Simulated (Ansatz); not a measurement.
# LiHOs, from a guessed structure to a relaxed one

This structure for LiHOs is made up. Its elements were placed in a known structure type with a cell scaled to their sizes. What cell does the guess relax to, and how far off was it?

Main program and level: Ansatz 0.2.0; DFT, PBE, plane-wave PAW, files of the set soft_1, scalar-relativistic, no spin, cell and ions relaxed at zero pressure; PAW set soft_1, in the first sound run; inputs show where later runs differ.

## 1. The starting structure

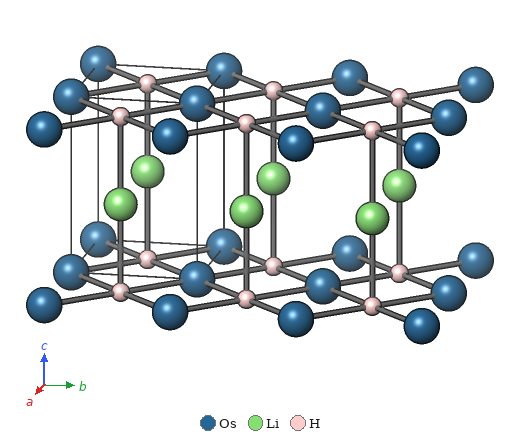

The cell as given, slightly off an axis (osmium blue, lithium green, hydrogen pink). 2×3×1 cells are drawn. Some periodic images of atoms are drawn too.

## 2. Relaxing cell and atoms

The guessed cell has no reason to be at equilibrium. It is relaxed with the atoms, within the space group of the guess.

input.yaml

```yaml
crystal:
  lattice:
    - [2.749, 0.0, 0.0]
    - [0.0, 2.749, 0.0]
    - [0.0, 0.0, 3.885]
  atoms:
    - { symbol: Os, position: [0.0, 0.0, 0.0] }
    - { symbol: Li, position: [0.5, 0.5, 0.5] }
    - { symbol: H, position: [0.5, 0.5, 0.0] }
kpoints:
  mp_grid: { grid: [10, 10, 7] }
scf:
  occupations: { method: fermi_dirac, width: 0.05 }
hamiltonian:
  xc: pbe
  pseudopotentials: { kind: paw, azcp: { folder: soft_1 } }
relax:
  f_tol: 0.015
  max_steps: 70
  cell: {}
output:
  forces: true
  stress: true
```

Launch:

```console
$ ansatz run input.yaml --threads 4 --pin off --max-ram 8192MiB --backend cpu --events-out ev --progress --plain --runs-dir out
```

Numbers of over 12 decimals in the logs are rounded to 6 here.

The log of the run:

```text
Engine: ansatz 0.2.0, aarch64-unknown-linux-gnu
Pseudopotentials: kind: paw
Pseudopotential: Os, paw, valence charge 16, recommended cutoff 420 eV (normal), soft_1/Os.paw.azcp
Pseudopotential: Li, paw, valence charge 3, recommended cutoff 420 eV (normal), soft_1/Li.paw.azcp
Pseudopotential: H, paw, valence charge 1, recommended cutoff 420 eV (normal), soft_1/H.paw.azcp
Functional definition: PBE
  parameter kappa = 0.804
  parameter beta = 0.066725
  exchange = pbe_x(kappa = kappa, mu = beta*pi^2/3)
  correlation = pbe_c(beta = beta)
Crystal: 3 atoms, lattice volume = 29.359 Å³
Basis set: ecut = 420 eV, 585 PW (Γ), exchange–correlation on 40×40×54 points (8 copies of the dense FFT grid, shifted against one another)
Bands: 14, of which v1, the nominal top of the filled ones, is band 10 counted from 1 (9 counted from 0)
Symmetry: 16 space group operations
Space group: P4/mmm (ITA 123), of the structure as read, at distance tolerance 3.1e-5 Å
k-points: 84 of 700
Non-local potential: Os, projectors of the file, l = 0: 3, l = 1: 2, l = 2: 2, l = 3: 1
Non-local potential: Li, projectors of the file, l = 0: 3, l = 1: 2, l = 2: 1
Non-local potential: H, projectors of the file, l = 0: 2, l = 1: 1
PAW form: soft (Blöchl's): semilocal exchange-correlation on the pseudo side does not see the compensation charge
PAW one-centre angular grid: Os, 590 points (default); XC on 64 Gauss nodes
PAW one-centre angular grid: Li, 110 points (default); XC on 96 Gauss nodes
PAW one-centre angular grid: H, 110 points (default); XC on 64 Gauss nodes
Initial density: superposition of atomic densities (chi_scale 0.1, normalization cell, long waves kept (reshape's long-wave potential 0.00 eV rms))
Initial wavefunctions: pseudopotential atomic-orbital guess
Functional: x = pbe(κ = 0.804, μ = 0.219515), c = pbe(β = 0.066725)
SCF iter   1: F=—  HF=-11606.048970 eV  |F-HF|=—  |Δ(HF+E_count)|=         —  Δρ=6.13e-2  dr2=1.65e0  ethr=3.10e-3  ⟨swp⟩=4.5  Hψ=5399  notcnv=0
preconditioner: auto → none  [metal: Δε(μ)=0.014 eV  Ē_g=8.216 eV  σ=0.050 eV  W_gap=0.07  n_scr=6 (ndim 8)  ℏωp=21.7 eV  f_vac=0.000  D(μ)=1.86/eV (n_scr^D=20)  sad-step TF]
SCF iter   2: F=—  HF=-11605.753557 eV  |F-HF|=—  |Δ(HF+E_count)|=   2.95e-1  Δρ=4.00e-2  dr2=7.30e-1  ethr=3.10e-3  ⟨swp⟩=2.0  Hψ=2150  notcnv=0  defer=5
SCF iter   3: F=—  HF=-11605.565421 eV  |F-HF|=—  |Δ(HF+E_count)|=   1.88e-1  Δρ=5.40e-3  dr2=1.17e-2  ethr=3.10e-3  ⟨swp⟩=2.1  Hψ=1890  notcnv=0  defer=4
SCF iter   4: F=—  HF=-11605.563125 eV  |F-HF|=—  |Δ(HF+E_count)|=   2.30e-3  Δρ=1.60e-3  dr2=6.44e-4  ethr=5.83e-5  ⟨swp⟩=1.8  Hψ=1977  notcnv=0  defer=4
SCF iter   5: F=—  HF=-11605.563030 eV  |F-HF|=—  |Δ(HF+E_count)|=   9.55e-5  Δρ=3.30e-4  dr2=5.14e-5  ethr=3.22e-6  ⟨swp⟩=2.4  Hψ=1787  notcnv=0  defer=4
SCF iter   6: F=—  HF=-11605.563032 eV  |F-HF|=—  |Δ(HF+E_count)|=   2.59e-6  Δρ=5.39e-5  dr2=7.62e-7  ethr=2.57e-7  ⟨swp⟩=2.2  Hψ=1448  notcnv=0  defer=4
SCF iter   7: F=-11605.563032 eV  HF=-11605.563032 eV  |F-HF|=9.26e-10  |Δ(HF+E_count)|=   1.29e-8  Δρ=5.90e-6  dr2=5.57e-9  ethr=5.00e-10  ⟨swp⟩=4.5  Hψ=3664  notcnv=0
SCF 1 converged in 7 iterations: F = -11605.563032 eV  dr2 = 5.57e-9
  greatest PAW one-centre occupation: 1.000 electrons in one spin orbital (limit 2), on the Li atom at site 1 (counted from 0), in its partial waves of l = 0
relax step   1: F+E_penalty+E_count = -11605.56303224 eV  Δ(F+E_penalty+E_count) = +0.000e0 eV  max|allowed force component| = 6.442e-30 eV/Å  Δτ_max = 0.0000 Å  P = -1.145 GPa  Ω = 29.359 Å³  (7 SCF iters, dr2 threshold 1.00e-7 eV, accepted)
Crystal: 3 atoms, lattice volume = 29.399 Å³
Initial density: handed on by an earlier stage of this run
Initial wavefunctions: those handed on with the density
iter 1 solved again at ethr=4.20e-5 eV; its pass at ethr=3.10e-3 eV (dr2=8.39e-3 eV) is discarded
SCF iter   1: F=—  HF=-11605.648828 eV  |F-HF|=—  |Δ(HF+E_count)|=         —  Δρ=8.40e-3  dr2=7.75e-3  ethr=4.20e-5  ⟨swp⟩=2.0  Hψ=7894  notcnv=0
preconditioner: auto → none  [metal: Δε(μ)=0.052 eV  Ē_g=8.563 eV  σ=0.050 eV  W_gap=0.25  n_scr=6 (ndim 8)  ℏωp=21.7 eV  f_vac=0.000  D(μ)=1.73/eV (n_scr^D=16)]
SCF iter   2: F=—  HF=-11605.647571 eV  |F-HF|=—  |Δ(HF+E_count)|=   1.26e-3  Δρ=3.47e-3  dr2=1.03e-3  ethr=3.88e-5  ⟨swp⟩=1.0  Hψ=1176  notcnv=0
SCF iter   3: F=—  HF=-11605.647541 eV  |F-HF|=—  |Δ(HF+E_count)|=   2.95e-5  Δρ=7.56e-4  dr2=5.40e-5  ethr=5.17e-6  ⟨swp⟩=1.0  Hψ=1176  notcnv=0
SCF iter   4: F=—  HF=-11605.647547 eV  |F-HF|=—  |Δ(HF+E_count)|=   5.77e-6  Δρ=5.66e-5  dr2=4.17e-7  ethr=2.70e-7  ⟨swp⟩=2.0  Hψ=1330  notcnv=0
iter 5 did not close the SCF: its close was put off for the readings that it lacked (scf_convergence_deferred on its scf_iter line)
SCF iter   5: F=-11605.647547 eV  HF=-11605.647547 eV  |F-HF|=1.19e-9  |Δ(HF+E_count)|=   5.02e-7  Δρ=7.81e-6  dr2=1.35e-8  ethr=2.08e-9  ⟨swp⟩=2.1  Hψ=1820  notcnv=0
SCF iter   6: F=-11605.647547 eV  HF=-11605.647547 eV  |F-HF|=8.73e-11  |Δ(HF+E_count)|=   6.84e-9  Δρ=1.40e-6  dr2=2.93e-10  ethr=6.76e-11  ⟨swp⟩=1.4  Hψ=3577  notcnv=0
SCF 2 converged in 6 iterations: F = -11605.647547 eV  dr2 = 2.93e-10
relax step   2: F+E_penalty+E_count = -11605.64754726 eV  Δ(F+E_penalty+E_count) = -8.452e-2 eV  max|allowed force component| = 6.574e-31 eV/Å  Δτ_max = 0.0000 Å  P = +4.123 GPa  Ω = 29.399 Å³  energy of the carried Pulay correction = +2.288e-4 eV  (6 SCF iters, dr2 threshold 3.00e-7 eV, accepted)
Crystal: 3 atoms, lattice volume = 30.962 Å³
Basis set: ecut = 420 eV, 619 PW (Γ), exchange–correlation on 40×40×54 points (8 copies of the dense FFT grid, shifted against one another)
iter 1 solved again at ethr=4.57e-5 eV; its pass at ethr=3.10e-3 eV (dr2=9.13e-3 eV) is discarded
SCF iter   1: F=—  HF=-11605.690419 eV  |F-HF|=—  |Δ(HF+E_count)|=         —  Δρ=5.27e-3  dr2=8.95e-3  ethr=4.57e-5  ⟨swp⟩=1.3  Hψ=7679  notcnv=0
preconditioner: auto → none  [metal: Δε(μ)=0.054 eV  Ē_g=8.320 eV  σ=0.050 eV  W_gap=0.26  n_scr=6 (ndim 8)  ℏωp=21.1 eV  f_vac=0.000  D(μ)=1.61/eV (n_scr^D=16)]
SCF iter   2: F=—  HF=-11605.688195 eV  |F-HF|=—  |Δ(HF+E_count)|=   2.22e-3  Δρ=1.79e-3  dr2=9.26e-4  ethr=4.48e-5  ⟨swp⟩=2.0  Hψ=1410  notcnv=0
SCF iter   3: F=—  HF=-11605.687944 eV  |F-HF|=—  |Δ(HF+E_count)|=   2.51e-4  Δρ=4.13e-4  dr2=2.72e-5  ethr=4.63e-6  ⟨swp⟩=2.0  Hψ=1385  notcnv=0
SCF iter   4: F=—  HF=-11605.687951 eV  |F-HF|=—  |Δ(HF+E_count)|=   7.33e-6  Δρ=7.51e-5  dr2=5.10e-7  ethr=1.36e-7  ⟨swp⟩=2.1  Hψ=1528  notcnv=0
iter 5 did not close the SCF: its close was put off for the readings that it lacked (scf_convergence_deferred on its scf_iter line)
SCF iter   5: F=-11605.687952 eV  HF=-11605.687952 eV  |F-HF|=1.95e-8  |Δ(HF+E_count)|=   4.35e-7  Δρ=1.37e-5  dr2=2.14e-8  ethr=2.55e-9  ⟨swp⟩=2.0  Hψ=1731  notcnv=0
SCF iter   6: F=-11605.687952 eV  HF=-11605.687952 eV  |F-HF|=5.46e-11  |Δ(HF+E_count)|=   2.49e-8  Δρ=8.92e-7  dr2=2.19e-10  ethr=1.07e-10  ⟨swp⟩=2.0  Hψ=3888  notcnv=0
SCF 3 converged in 6 iterations: F = -11605.687952 eV  dr2 = 2.19e-10
  greatest PAW one-centre occupation: 1.000 electrons in one spin orbital (limit 2), on the Os atom at site 0 (counted from 0), in its partial waves of l = 0
relax step   3: F+E_penalty+E_count = -11605.68795160 eV  Δ(F+E_penalty+E_count) = -4.040e-2 eV  max|allowed force component| = 3.205e-31 eV/Å  Δτ_max = 0.0000 Å  P = -0.411 GPa  Ω = 30.962 Å³  energy of the carried Pulay correction = -7.016e-4 eV  (6 SCF iters, dr2 threshold 3.00e-7 eV, accepted)
[...]
relax step   4: F+E_penalty+E_count = -11605.69179693 eV  Δ(F+E_penalty+E_count) = -3.845e-3 eV  max|allowed force component| = 2.219e-31 eV/Å  Δτ_max = 0.0000 Å  P = +1.122 GPa  Ω = 31.229 Å³  energy of the carried Pulay correction = -7.422e-4 eV  (6 SCF iters, dr2 threshold 3.00e-7 eV, accepted)
[...]
relax step   5: F+E_penalty+E_count = -11605.69331484 eV  Δ(F+E_penalty+E_count) = -1.518e-3 eV  max|allowed force component| = 5.013e-31 eV/Å  Δτ_max = 0.0000 Å  P = -0.003 GPa  Ω = 31.303 Å³  energy of the carried Pulay correction = -8.301e-4 eV  (6 SCF iters, dr2 threshold 3.00e-7 eV, accepted)
[...]
relax step   6: F+E_penalty+E_count = -11605.69586315 eV  Δ(F+E_penalty+E_count) = -2.548e-3 eV  max|allowed force component| = 2.219e-31 eV/Å  Δτ_max = 0.0000 Å  P = +0.079 GPa  Ω = 31.303 Å³  stress off target by 2.69e-1 GPa  SCF on the basis re-selected at this cell (its energy is not comparable with the rows above)  (6 SCF iters)
[...]
relax step   7: F+E_penalty+E_count = -11605.69589141 eV  Δ(F+E_penalty+E_count) = -2.826e-5 eV  max|allowed force component| = 5.259e-31 eV/Å  Δτ_max = 0.0000 Å  P = -0.003 GPa  Ω = 31.365 Å³  energy of the carried Pulay correction = -3.623e-5 eV  (6 SCF iters, dr2 threshold 1.81e-7 eV, accepted)
iter 1 solved again at ethr=5.63e-8 eV; its pass at ethr=3.10e-3 eV (dr2=1.13e-5 eV) is discarded
SCF iter   1: F=—  HF=-11605.695932 eV  |F-HF|=—  |Δ(HF+E_count)|=         —  Δρ=6.02e-6  dr2=1.92e-9  ethr=5.63e-8  ⟨swp⟩=3.0  Hψ=8696  notcnv=0
eigensolver tolerance schedule: the retry pair's looser diagonalisation over-reported the residual by 5868.70 of it (diagonalisation noise at 0.12 of the residual, at the tolerance the schedule requests for it); recorded, not acted on — ethr = c·dr2/N_el stays at c = 1.0e-1
preconditioner: auto → none  [metal: Δε(μ)=0.019 eV  Ē_g=8.293 eV  σ=0.050 eV  W_gap=0.09  n_scr=6 (ndim 8)  ℏωp=21.0 eV  f_vac=0.000  D(μ)=1.43/eV (n_scr^D=14)]
SCF iter   2: F=—  HF=-11605.695930 eV  |F-HF|=—  |Δ(HF+E_count)|=   2.34e-6  Δρ=2.88e-6  dr2=4.20e-10  ethr=9.59e-12  ⟨swp⟩=2.7  Hψ=2179  notcnv=0
SCF iter   3: F=—  HF=-11605.695930 eV  |F-HF|=—  |Δ(HF+E_count)|=   1.14e-9  Δρ=1.12e-6  dr2=4.92e-11  ethr=2.10e-12  ⟨swp⟩=2.2  Hψ=1472  notcnv=0
iter 4 did not close the SCF: its close was put off for the readings that it lacked (scf_convergence_deferred on its scf_iter line)
SCF iter   4: F=-11605.695930 eV  HF=-11605.695930 eV  |F-HF|=1.82e-12  |Δ(HF+E_count)|=  2.44e-10  Δρ=8.98e-8  dr2=1.10e-12  ethr=1.00e-12  ⟨swp⟩=2.0  Hψ=1315  notcnv=0
iter 5 did not close the SCF: its close was put off for the readings that it lacked (scf_convergence_deferred on its scf_iter line)
SCF iter   5: F=-11605.695930 eV  HF=-11605.695930 eV  |F-HF|=0.00e0  |Δ(HF+E_count)|=  3.64e-12  Δρ=2.55e-8  dr2=2.14e-13  ethr=1.00e-12  ⟨swp⟩=1.0  Hψ=1176  notcnv=0
iter 6 did not close the SCF: its close was put off for the readings that it lacked (scf_convergence_deferred on its scf_iter line)
SCF iter   6: F=-11605.695930 eV  HF=-11605.695930 eV  |F-HF|=5.46e-12  |Δ(HF+E_count)|=  5.46e-12  Δρ=1.03e-8  dr2=2.41e-14  ethr=1.00e-12  ⟨swp⟩=1.0  Hψ=1176  notcnv=0
iter 7 did not close the SCF: its close was put off for the readings that it lacked (scf_convergence_deferred on its scf_iter line)
SCF iter   7: F=-11605.695930 eV  HF=-11605.695930 eV  |F-HF|=7.28e-12  |Δ(HF+E_count)|=  5.46e-12  Δρ=2.78e-9  dr2=1.54e-15  ethr=1.00e-12  ⟨swp⟩=1.0  Hψ=1176  notcnv=0
SCF iter   8: F=-11605.695930 eV  HF=-11605.695930 eV  |F-HF|=0.00e0  |Δ(HF+E_count)|=  3.64e-12  Δρ=8.03e-10  dr2=1.35e-16  ethr=1.00e-12  ⟨swp⟩=2.0  Hψ=3172  notcnv=0
SCF 8 converged in 8 iterations: F = -11605.695930 eV  dr2 = 1.35e-16
relax step   8: F+E_penalty+E_count = -11605.69592983 eV  Δ(F+E_penalty+E_count) = -3.842e-5 eV  max|allowed force component| = 2.383e-31 eV/Å  Δτ_max = 0.0000 Å  P = -0.004 GPa  Ω = 31.365 Å³  stress off target by 1.39e-2 GPa  SCF on the basis re-selected at this cell (its energy is not comparable with the rows above)  (8 SCF iters)
basis re-selected at this cell: Δ(F+E_penalty+E_count) = -3.842e-5 eV, ΔP = -0.001 GPa vs the last step (what re-selecting the basis moved, of the pressure what is left beyond the Pulay correction that the steps carried, after the strain that the cell walked since its last selection, with what the two solves' SCF thresholds leave and, on support functions, any second-order correction that the steps lacked; it is no m [...]
SCF converged after 8 iterations
Free energy (F): -11605.695930 eV
Harris-Foulkes:  -11605.695930 eV  (|F-HF|=0.00e0)
Internal energy: -11605.683755 eV  (E = F + TS)
E sigma→0 (E₀):  -11605.689843 eV
Entropy (-TS):   -0.012174 eV (-4.058 meV/atom)
Fermi energy:    12.306648 eV
--- Per-component energies (eV) ---
  E_band       = -321.276489
  E_kinetic    = 522.223969
  E_local      = -1871.637217  (includes V_loc(G=0)·N_el)
  E_nonlocal   = 179.693049
  E_hartree    = 692.925595
  E_xc         = -251.072224
  E_vxc        = -268.461416  (∫ρ·V_xc dr)
  E_paw        = -9072.538011  (= ΣΔE_a)
  E_vpaw       = -268.945814  (= ΣTr[D̂ρ^β])
  E_aug_tail   = -0.000251  (compensation charges beyond the density's cutoff)
  E_ewald      = -1805.278666
  E_smearing   = -0.012174  (= −TS)
  E_closure    = -0.000000  (closes the sum)
  Σ components = -11605.695930   (vs F -11605.695930, Δ=0.00e0)
--- Forces (eV/Å), atoms counted from 1 ---
  atom   1  Os     0.00000000    -0.00000000     0.00000000
  atom   2  Li    -0.00000000     0.00000000     0.00000000
  atom   3  H      0.00000000     0.00000000     0.00000000
  max |Σ_I F_I| component: 1.23e-31 eV/Å
--- Stress (GPa, compression-positive) ---
       -0.013023      -0.000000       0.000000
       -0.000000      -0.013023      -0.000000
        0.000000      -0.000000       0.013869
  P = ⅓ Tr σ = -0.0041 GPa (-0.041 kbar)
--- Relaxed structure (6 steps of the walk, 6 accepted, 2 SCFs on fresh bases) ---
  F+E_penalty+E_count = -11605.69592983 eV   max|allowed force component| = 2.383e-31 eV/Å   (the final SCF, on the basis selected at the relaxed cell)
  cell:  # Å, volume = 31.3650 Å³
    - [2.681938, 0, 0]
    - [0, 2.681938, 0]
    - [0, 0, 4.360622]
  atoms:
    - { symbol: Os, position: [0, 0, 0] }
    - { symbol: Li, position: [0.5, 0.5, 0.500000] }
    - { symbol: H, position: [0.5, 0.5, 0] }
```

Elapsed: 4.8 s, on 4 threads of Arm Neoverse V2, shared host; peak memory 0.32 GiB.

Relaxation path:

```tsv
step	energy less that of the first step (eV)	largest force component (eV/Å)	pressure (GPa)	volume (Å³)
1	0.0000	0.0000	-1.14	29.36
2	-0.0845	0.0000	4.12	29.40
3	-0.1249	0.0000	-0.41	30.96
4	-0.1288	0.0000	1.12	31.23
5	-0.1303	0.0000	0.00	31.30
6*	-0.1328	0.0000	0.08	31.30
7	-0.1329	0.0000	0.00	31.37
8*	-0.1329	0.0000	0.00	31.37
```

Relaxation steps marked * repeat the geometry before them on a plane-wave basis chosen anew for their cell, so energy and pressure can jump there.

Forces are held to the 16 operations that the run works with; a distortion that breaks them can't arise in this run.

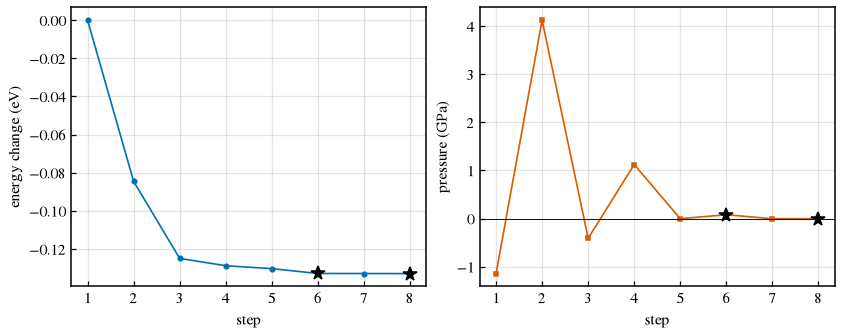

Energy and pressure along the relaxation. Stars mark steps on a basis chosen anew.

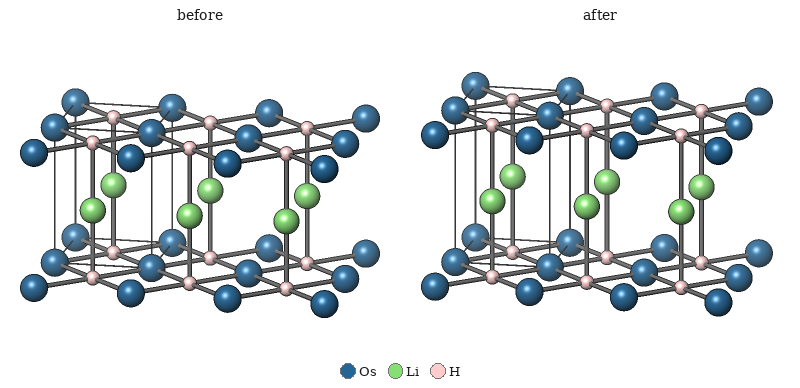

Before and after, at one scale.

```tsv
cell as run	before	after	change
a (Å)	2.749	2.682	-2.4 %
b (Å)	2.749	2.682	-2.4 %
c (Å)	3.885	4.361	+12.2 %
volume (Å³/atom)	9.79	10.46	+6.8 %
```

Final coordinates:

```xyz
3
Lattice="2.6819 0.0000 0.0000 0.0000 2.6819 0.0000 0.0000 0.0000 4.3606" Properties=species:S:1:pos:R:3 pbc="T T T"
Os    0.0000    0.0000    0.0000
Li    1.3410    1.3410    2.1803
H     1.3410    1.3410    0.0000
```

Numbers from this step:

```
free energy             : -11605.6959 eV
energy at zero smearing : -11605.6898 eV
smearing term TS        : 0.01217 eV
Fermi energy            : 12.31 eV
electrons               : 20
symmetry operations     : 16
pressure                : -0.004059 GPa
```

The shortest distance of each pair, which need not be the same contact before and after:

```tsv
pair	guess (Å)	relaxed (Å)
H–Os	1.944	1.896
H–Li	1.942	2.180
Os–Os	2.749	2.682
Li–Li	2.749	2.682
H–H	2.749	2.682
```

The relaxation ends with a pressure of 0.00 GPa.

[end of part 1 of 2]

[Logs are printed without paths, hosts, clocks, repeated set-up lines and the standing remarks that a program may print on its own settings, such as how far it seeks lower states.]

[Hosts, paths, dates, database ids (printed as entryN), source tags and the programs' standing remarks are cut or masked in the printed files.]
